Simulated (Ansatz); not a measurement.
ClFHOSi (doublet)

```json
{"atom": "O", "x (Å)": "0.3782", "y (Å)": "1.0845", "z (Å)": "0.3765"}
{"atom": "Si", "x (Å)": "0.1502", "y (Å)": "-0.5072", "z (Å)": "0.5949"}
{"atom": "F", "x (Å)": "1.0607", "y (Å)": "-1.2102", "z (Å)": "-0.5077"}
{"atom": "Cl", "x (Å)": "-1.7192", "y (Å)": "-0.8477", "z (Å)": "0.0626"}
{"atom": "H", "x (Å)": "0.1799", "y (Å)": "1.4069", "z (Å)": "-0.5676"}
```

These are results of SCF PBE0, Gaussian basis in Ansatz, not measurements.

Question: What can the converged electron density, electron localisation function and spin density tell about the bonding?

Answer: Si–O (1.62 Å): ρ at the midpoint is about 1.1 e/Å³; the ELF peaks at about 0.90 between the atoms; a short, strongly polar bond.
Si–Cl (1.97 Å): ρ is about 1 e/Å³ halfway; the ELF peaks at about 0.85 between the atoms: a polar covalent bond.
The unpaired spin (1 electron) lies mostly on Si2 (about 0.8) and Cl4 (about 0.1), in electrons by Hirshfeld's partition.

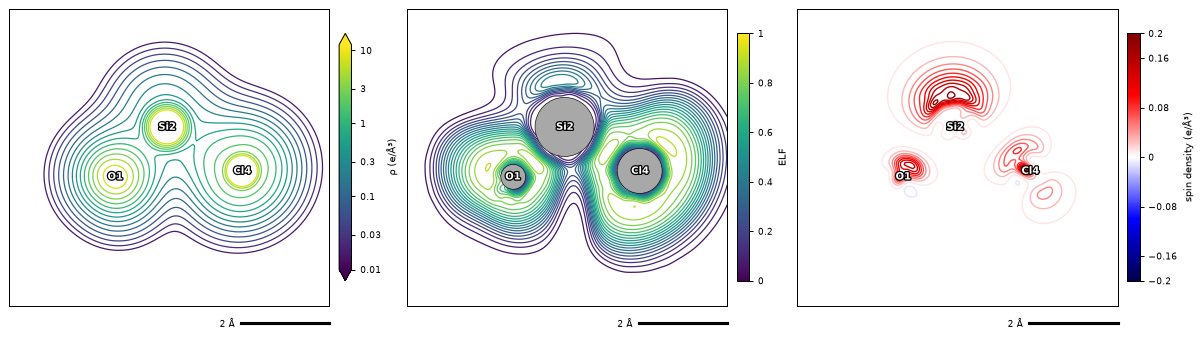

Computed electron density, electron localisation function and spin density on the plane of atoms O1, Si2 and Cl4, in this order. Grey discs cover the atomic cores in the ELF map. 
